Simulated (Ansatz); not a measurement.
# GaSiH4F (SMILES [F][GaH][SiH3]) at HSE06/def2-SVP

What is the electronic atomisation energy of GaSiH4F at HSE06/def2-SVP? 

Program for the calculation: Ansatz 0.2.0.

64 further runs of the same task are left out: 64 set aside as unsound or not needed.

### 1 The structure to begin with

The species is GaSiH4F (7 atoms), meant as a singlet with charge 0. SMILES: `[F][GaH][SiH3]`. The coordinates come from a PBE0-D4/def2-TZVP relaxation.

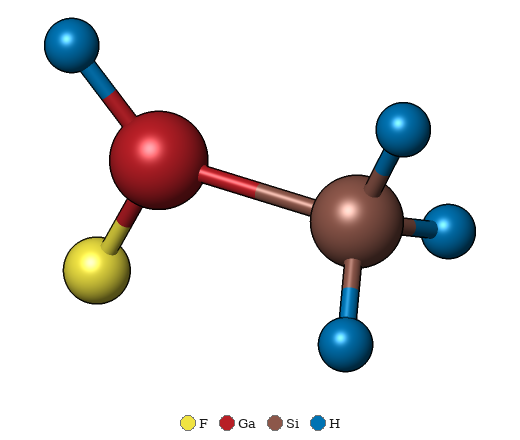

The structure, seen from a chosen angle (fluorine yellow, gallium red, silicon brown, hydrogen blue).

### 2 A single-point energy at HSE06/def2-SVP

in.yaml reads:

```yaml
crystal:
  periodic: [false, false, false]
  atoms:
    - {symbol: F, position_ang: [0.231600, -2.152100, 1.342200]}
    - {symbol: Ga, position_ang: [0.019100, -0.400000, 1.279300]}
    - {symbol: Si, position_ang: [-0.029700, 0.450800, -0.970800]}
    - {symbol: H, position_ang: [-0.096900, 0.235400, 2.704700]}
    - {symbol: H, position_ang: [-1.196100, -0.125700, -1.691600]}
    - {symbol: H, position_ang: [-0.144400, 1.933400, -0.983000]}
    - {symbol: H, position_ang: [1.216400, 0.058100, -1.680800]}
basis:
  gaussian:
    orbitals: def2-SVP
hamiltonian:
  xc: hse06
accuracy: high
output: {orbitals: {seedname: orbitals}}
```

The run is started by

```bash
$ ansatz run in.yaml --threads 1 --pin off --max-ram 3480MiB --events-out events.jsonl --progress --plain --runs-dir runs
```

The log of the run:

```text
Warning: RAYON_NUM_THREADS=1 ignored (pool sized by the plan → 1); use --threads N
Functional definition: HSE06
  name "HSE06"
  parameter a = 0.25
  parameter omega = 0.11/bohr
  exchange = pbe_x - a*pbe_x_sr(omega) + a*exact_x_sr(omega)
  correlation = pbe_c
1714 factors; integrals over basis functions are off by at most 6.6e-9 eV
100 factors; integrals over basis functions are off by at most 1.5e-9 eV
mean field evaluation 1: about -63011.2453 eV, gradient 3.9e1 eV
mean field evaluation 2: about -62999.8961 eV, gradient 9.2e1 eV
mean field evaluation 4: about -63013.7892 eV, gradient 4.4e0 eV
mean field evaluation 8: about -63013.8870 eV, gradient 1.4e-1 eV
mean field evaluation 16: about -63013.8871 eV, gradient 7.7e-6 eV
mean field -63013.88705451 eV, -2315.7176369065 hartree, gradient 4.9e-8 eV, S^2 0.000000; 0 other end points of the search recorded, 0 dependent functions left out
reference -63013.88705841 eV, -2315.7176370497 hartree; 29, 29 occupied and 55, 55 virtual orbitals, 1714 factors
Total energy: -63013.88705841 eV, -2315.7176370497 hartree
```

Wall time 8.1 s (1 thread of Arm Neoverse V1, shared host); peak memory 0.28 GiB.

### 3 The F atom

molecule.yaml reads:

```yaml
crystal:
  periodic: [false, false, false]
  atoms:
    - {symbol: F, position_ang: [0.000000, 0.000000, 0.000000]}
basis:
  gaussian: {orbitals: def2-SVP}
magnetization: {spin_polarized: true, initial_magnetization: 1}
hamiltonian: {xc: {name: HSE06}}
accuracy: high
```

Run the same way, it converges to -99.54519 Eh (log not shown).

### 4 The Ga atom at the same level

run.yaml reads:

```yaml
crystal:
  periodic: [false, false, false]
  atoms:
    - {symbol: Ga, position_ang: [0.000000, 0.000000, 0.000000]}
basis:
  gaussian:
    orbitals: def2-SVP
magnetization:
  spin_polarized: true
  initial_magnetization: 1
hamiltonian:
  xc: {name: HSE06}
accuracy: high
```

The run is started by

```bash
$ ansatz run run.yaml --threads 1 --pin off --max-ram 3480MiB --events-out events.jsonl --progress --plain --runs-dir runs
```

The log of the run, cut to the lines that bear on the results:

```text
Warning: RAYON_NUM_THREADS=1 ignored (pool sized by the plan → 1); use --threads N
[... 6 set-up lines as earlier in the session ...]
315 factors; integrals over basis functions are off by at most 3.9e-9 eV
51 factors; integrals over basis functions are off by at most 2.8e-10 eV
mean field evaluation 1: about -52362.9112 eV, gradient 6.6e0 eV
mean field evaluation 2: about -52362.9117 eV, gradient 7.4e0 eV
mean field evaluation 4: about -52363.0122 eV, gradient 3.6e-1 eV
mean field evaluation 8: about -52363.0132 eV, gradient 5.0e-3 eV
mean field evaluation 16: about -52363.0132 eV, gradient 4.6e-9 eV
mean field evaluation 32: about -52363.0129 eV, gradient 1.1e-1 eV
mean field -52363.01321922 eV, -1924.3052428813 hartree, gradient 2.6e-8 eV, S^2 0.753056; 4 other end points of the search recorded, 0 dependent functions left out
reference -52363.01322120 eV, -1924.3052429541 hartree; 16, 15 occupied and 16, 17 virtual orbitals, 315 factors
Total energy: -52363.01322120 eV, -1924.3052429541 hartree
```

Run time: 4.5 s. Hardware: 1 thread of Arm Neoverse V1, shared host; peak memory 0.1 GiB.

### 5 The H atom at the same level

in.yaml reads:

```yaml
crystal:
  periodic: [false, false, false]
  atoms:
    - {symbol: H, position_ang: [0.000000, 0.000000, 0.000000]}
basis:
  gaussian: {orbitals: def2-SVP}
magnetization: {spin_polarized: true, initial_magnetization: 1}
hamiltonian: {xc: {name: HSE06}}
accuracy: high
```

Run the same way, it converges to -0.50000 Eh (log not shown).

### 6 The Si atom, same level

molecule.yaml reads:

```yaml
crystal:
  periodic: [false, false, false]
  atoms:
    - {symbol: Si, position_ang: [0.000000, 0.000000, 0.000000]}
basis:
  gaussian:
    orbitals: def2-SVP
magnetization:
  spin_polarized: true
  initial_magnetization: 2
hamiltonian:
  xc: hse06
accuracy: high
```

Run the same way, it converges to -289.14547 Eh (log not shown).

### 7 Results

Level: HSE06/def2-SVP.

```
                     quantity           value
       molecule: total energy  -2315.71764 Eh
        molecule: HOMO energy        -7.61 eV
        molecule: LUMO energy        -2.24 eV
      molecule: HOMO–LUMO gap         5.36 eV
         F atom: total energy    -99.54519 Eh
                 F atom: ⟨S²⟩           0.751
        Ga atom: total energy  -1924.30524 Eh
                Ga atom: ⟨S²⟩           0.753
         H atom: total energy     -0.50000 Eh
                 H atom: ⟨S²⟩           0.750
        Si atom: total energy   -289.14547 Eh
                Si atom: ⟨S²⟩           2.004
electronic atomisation energy       19.639 eV
```

What this shows: Taking the molecule apart into free atoms costs 19.64 eV (1895 kJ/mol), before zero-point energy and without spin-orbit coupling.
